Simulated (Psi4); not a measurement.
# CCSD/aug-cc-pVDZ run of B2O2 (diboron dioxide)

What is the vertical electron affinity of B2O2 (diboron dioxide) at CCSD/aug-cc-pVDZ? 

The results are computed with Psi4 1.11.

2 further runs of the same task are left out: 1 that didn't finish, 1 set aside as unsound or not needed.

## 1. The system as given

B2O2: 4 atoms, total charge 0, spin state singlet. As SMILES, `O=BB=O`. The coordinates come from a PBE0-D4/def2-TZVP relaxation.

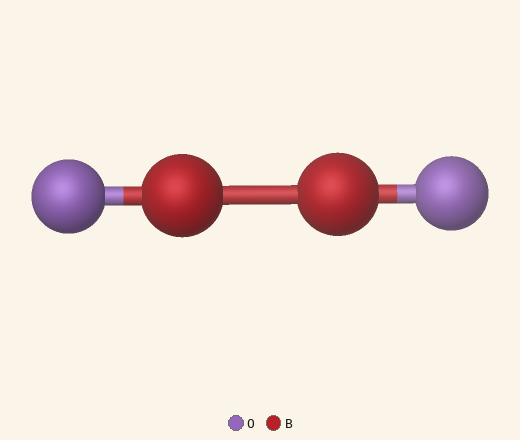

Viewed from a chosen angle; oxygen purple, boron red.

## 2. A single-point energy at CCSD/aug-cc-pVDZ

Contents of run.py:

```python
import numpy as np
from ase.calculators.psi4 import Psi4
from ase import Atoms

a = Atoms(['O', 'B', 'B', 'O'], positions=[
    [-0.743090, 0.459760, 1.817650],
    [-0.302300, 0.187070, 0.739120],
    [0.302150, -0.186920, -0.739220],
    [0.743230, -0.459920, -1.817550],
])
calc = Psi4(atoms=a, method='ccsd', basis='aug-cc-pVDZ', memory='2200MB', num_threads=1, charge=0, multiplicity=1, label='calc')
calc.psi4.set_options({'puream': True, 'e_convergence': 1e-09, 'd_convergence': 1e-08, 'scf_type': 'pk', 'num_frozen_docc': 4})
a.calc = calc

print(f'energy: {a.get_potential_energy():.6f} eV')
```

On the command line:

```bash
python run.py
```

calc.dat (excerpt; [...] marks lines left out):

```text
[...]
  Running in c1 symmetry.
[...]
  Nuclear repulsion =   66.762222931000380
[...]
  Multiplicity = 1
[...]
  Nalpha       = 13
  Nbeta        = 13
[...]
    Number of basis functions: 92
[...]
   @RHF iter   1:  -199.01088930155342   -1.50888e+00   7.65177e-03 ADIIS/DIIS
[...]
   @RHF iter  10:  -199.20766667370049   -1.10845e-12   9.17022e-09 DIIS
[...]
    Orbital Energies [Eh]
    ---------------------
    Doubly Occupied:
       1A    -20.606811     2A    -20.606808     3A     -7.695459
       4A     -7.694680     5A     -1.369499     6A     -1.368599
       7A     -0.729480     8A     -0.667034     9A     -0.643811
      10A     -0.563577    11A     -0.563577    12A     -0.541385
      13A     -0.541385
[...]
  @RHF Final Energy:  -199.20766667370049
   => Energetics <=
    Nuclear Repulsion Energy =             66.7622229310003803
    One-Electron Energy =                -404.7555703918933432
    Two-Electron Energy =                 138.7856807871924616
    Total Energy =                       -199.2076666737004871
[...]
 Multipole Moments:
 ------------------------------------------------------------------------------------
     Multipole            Electronic (a.u.)      Nuclear  (a.u.)        Total (a.u.)
 ------------------------------------------------------------------------------------
 L = 1.  Multiply by 2.5417464519 to convert [e a0] to [Debye]
 Dipole X            :         -0.0004725            0.0001644           -0.0003081
 Dipole Y            :          0.0005056           -0.0001757            0.0003298
 Dipole Z            :         -0.0003292            0.0001134           -0.0002159
 Magnitude           :                                                    0.0005003
[...]
      * MP2 total energy                      = -199.749337302703111
[...]
      * CCSD total energy                     = -199.751054622751440
```

Standard output:

```text
energy: -5435.503056 eV
```

It took 29 s on 1 thread of Intel Xeon Platinum 8259CL at 2.50GHz (Skylake/Cascade Lake), shared host; peak memory 0.79 GiB.

## 3. The doublet anion, same level

Contents of b2o2.xyz:

```xyz
4
B2O2
O     -0.743090     0.459760     1.817650
B     -0.302300     0.187070     0.739120
B      0.302150    -0.186920    -0.739220
O      0.743230    -0.459920    -1.817550
```

Contents of b2o2.py:

```python
import psi4

psi4.set_memory(2200000000)
psi4.set_num_threads(1)
psi4.core.set_output_file('run.log', False)

with open('b2o2.xyz') as f:
    atoms = ''.join(f.readlines()[2:])
molecule = psi4.geometry('-1 2\n' + atoms + 'symmetry c1')

psi4.set_options({
    'basis': 'aug-cc-pVDZ',
    'reference': 'uhf',
    'puream': True,
    'e_convergence': 1e-09,
    'd_convergence': 1e-08,
    'scf_type': 'pk',
    'num_frozen_docc': 4,
    'maxiter': 100,
})

E, wfn = psi4.energy('ccsd', return_wfn=True)
print('E =', round(E, 9))
```

On the command line:

```bash
python b2o2.py
```

run.log (excerpt; [...] marks lines left out):

```text
[...]
  Running in c1 symmetry.
[...]
  Nuclear repulsion =   66.762222931000380
[...]
  Multiplicity = 2
[...]
  Nalpha       = 14
  Nbeta        = 13
[...]
    Number of basis functions: 92
[...]
   @UHF iter   1:  -198.98591657199802   -1.48390e+00   7.90249e-03 DIIS/ADIIS
[...]
   @UHF iter  16:  -199.19999877818620   -4.54747e-12   5.95562e-09 DIIS
[...]
   @S^2 Observed:                7.607994008E-01
[...]
    Orbital Energies [Eh]
    ---------------------
    Alpha Occupied:
       1A    -20.354411     2A    -20.354410     3A     -7.432705
       4A     -7.431843     5A     -1.137512     6A     -1.136560
       7A     -0.489351     8A     -0.434920     9A     -0.400690
      10A     -0.368890    11A     -0.348148    12A     -0.328416
      13A     -0.308357    14A     -0.013523
    Alpha Virtual:
      15A      0.141999    16A      0.168954    17A      0.170704
      18A      0.181961    19A      0.183450    20A      0.191251
      21A      0.196963    22A      0.260479    23A      0.278980
      24A      0.341378    25A      0.378831    26A      0.380434
[...]
  @UHF Final Energy:  -199.19999877818620
   => Energetics <=
    Nuclear Repulsion Energy =             66.7622229310003803
    One-Electron Energy =                -411.1022980296152127
    Two-Electron Energy =                 145.1400763204286193
    Total Energy =                       -199.1999987781861989
  UHF NO Occupations:
  HONO-2 :   12  A 1.9982495
  HONO-1 :   13  A 1.9976616
[...]
 Multipole Moments:
 ------------------------------------------------------------------------------------
     Multipole            Electronic (a.u.)      Nuclear  (a.u.)        Total (a.u.)
 ------------------------------------------------------------------------------------
 L = 1.  Multiply by 2.5417464519 to convert [e a0] to [Debye]
 Dipole X            :         -0.0002989            0.0001644           -0.0001345
 Dipole Y            :          0.0003130           -0.0001757            0.0001373
 Dipole Z            :         -0.0002133            0.0001134           -0.0001000
 Magnitude           :                                                    0.0002166
[...]
      * MP2 total energy                      = -199.739552659631613
[...]
      * CCSD total energy                     = -199.747504563426475
```

The script printed:

```text
E = -199.747504563
```

Wall time 85 s (1 thread of Intel Xeon Platinum 8259CL at 2.50GHz (Skylake/Cascade Lake), shared host); peak memory 0.81 GiB.

## 4. Summary of results

At CCSD/aug-cc-pVDZ, 4 core orbitals frozen:

| quantity | value |
| --- | --- |
| singlet B2O2: total energy | -199.75105 Eh |
| singlet B2O2: HOMO energy (Hartree–Fock orbitals) | -14.73 eV |
| singlet B2O2: LUMO energy (Hartree–Fock orbitals) | 0.62 eV |
| singlet B2O2: HOMO–LUMO gap (Hartree–Fock orbitals) | 15.35 eV |
| singlet B2O2: correlation energy (4 core orbitals frozen) | -543.4 mEh |
| singlet B2O2: T1 diagnostic | 0.023 |
| doublet anion: total energy | -199.74750 Eh |
| doublet anion: HOMO energy (Hartree–Fock orbitals) (highest over α and β) | -0.37 eV |
| doublet anion: LUMO energy (Hartree–Fock orbitals) (lowest over α and β) | 3.86 eV |
| doublet anion: correlation energy (4 core orbitals frozen) | -547.5 mEh |
| doublet anion: ⟨S²⟩ of the reference determinant | 0.761 |
| doublet anion: T1 diagnostic | 0.033 |
| vertical electron affinity (to the doublet anion) | -0.097 eV |

In words: The anion lies 0.10 eV (9.3 kJ/mol) above the neutral: the electron isn't bound at this level, and such a value depends on the basis. The T1 diagnostic (singlet B2O2) of 0.023 is above the customary mark for such species, so a single reference may not serve.
